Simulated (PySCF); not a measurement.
**C$_{2}$H$_{12}$N$_{2}$OSi$_{4}$ (SMILES C=N[SiH2]N([SiH3])[SiH2]C(=O)[SiH3]): density, localisation and related maps**

```yaml
atoms:
  - { symbol: C, position_ang: [-3.9548, -0.6528, 0.7795] }
  - { symbol: N, position_ang: [-2.9109, -0.0341, 1.0648] }
  - { symbol: Si, position_ang: [-1.9875, 1.1679, 0.2463] }
  - { symbol: N, position_ang: [-0.4941, 0.3870, -0.1987] }
  - { symbol: Si, position_ang: [-0.5176, -0.8676, -1.4517] }
  - { symbol: Si, position_ang: [0.9062, 0.7854, 0.6940] }
  - { symbol: C, position_ang: [2.2609, -0.2099, -0.2218] }
  - { symbol: O, position_ang: [1.9034, -0.9256, -1.1430] }
  - { symbol: Si, position_ang: [4.1314, -0.1852, 0.2147] }
  - { symbol: H, position_ang: [-4.3157, -1.4266, 1.4539] }
  - { symbol: H, position_ang: [-4.5664, -0.4739, -0.1092] }
  - { symbol: H, position_ang: [-1.7237, 2.1476, 1.2952] }
  - { symbol: H, position_ang: [-2.5429, 1.7892, -0.9588] }
  - { symbol: H, position_ang: [-0.1861, -2.1732, -0.8903] }
  - { symbol: H, position_ang: [-1.9655, -0.9619, -1.7556] }
  - { symbol: H, position_ang: [0.0803, -0.3602, -2.6827] }
  - { symbol: H, position_ang: [0.9254, 0.3600, 2.0974] }
  - { symbol: H, position_ang: [1.2586, 2.2057, 0.5783] }
  - { symbol: H, position_ang: [4.8988, -0.4188, -1.0038] }
  - { symbol: H, position_ang: [4.3591, -1.2533, 1.1861] }
  - { symbol: H, position_ang: [4.4322, 1.1174, 0.8050] }
```

Geometry: GFN2-xTB.

These are results of PBE0/pcSseg-1, SCF density, gas phase, non-relativistic (PySCF 2.14.0), not measurements.

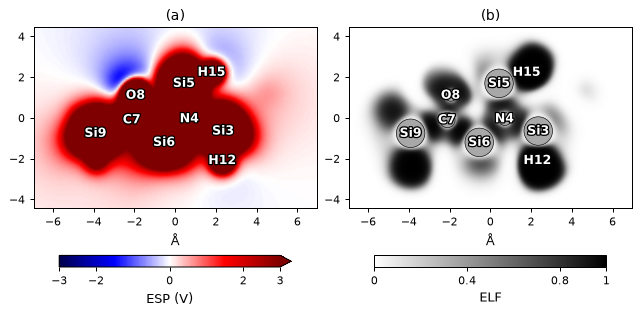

Figure 1. (a) molecular electrostatic potential; (b) electron localisation function on the plane of atoms Si3, N4 and Si5. Grey discs cover the atomic cores in the ELF map.

> What does the map show?

- The section cuts through Si, N, C, O and H sites.
- C–O (1.22 Å): the ELF peaks at about 0.85 between the atoms (a multiple bond).
- Si–N (1.71 Å): the ELF peaks at about 0.90 between the atoms (a polar covalent bond).
- C–Si (1.91 Å): the ELF peaks at about 1 between the atoms; a covalent bond.
- Si–N (1.77 Å): the ELF peaks at about 0.90 between the atoms: a polar covalent bond.
- Si–H (1.46 Å): the ELF climbs to about 1 towards the hydrogen, as it does in any bond to H.
- The ELF also peaks beside O8, away from the bonds: lone-pair regions.
- Outside the dense part of the molecule the potential is most negative (−1.4 V) near O8.

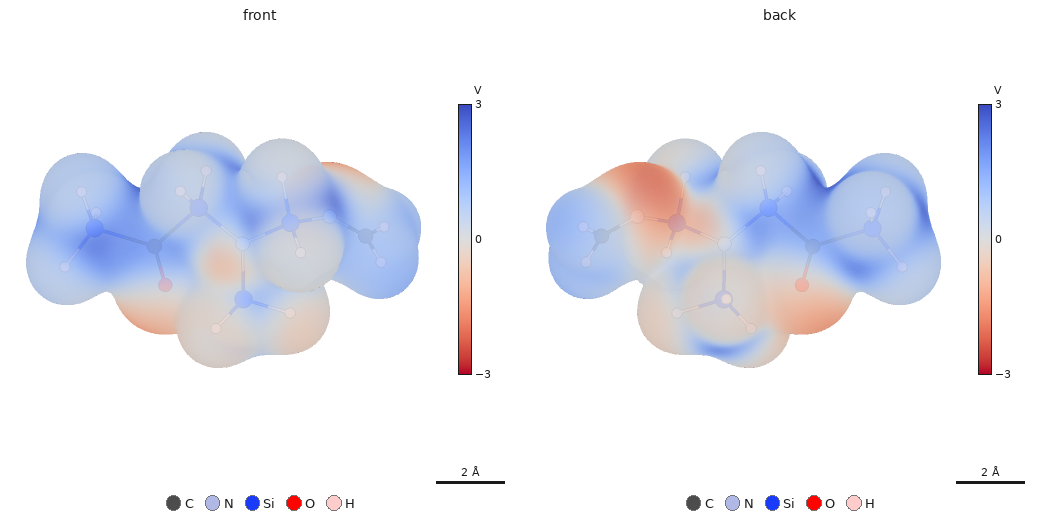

Figure 2. The electrostatic potential painted on the density surface at 0.004 e/bohr³, seen from the front and from behind; red is negative and blue positive.

> Describe the electrostatic potential map.

The most negative region (about −1.8 V, or −42 kcal/mol for a unit charge) lies over N2, the most positive (about +2.5 V, or +58 kcal/mol for a unit charge) over Si6 and Si9. N2 is the likeliest acceptor of a hydrogen bond.

> How polar is the molecule by this calculation?

Its dipole moment is 1.17 D.
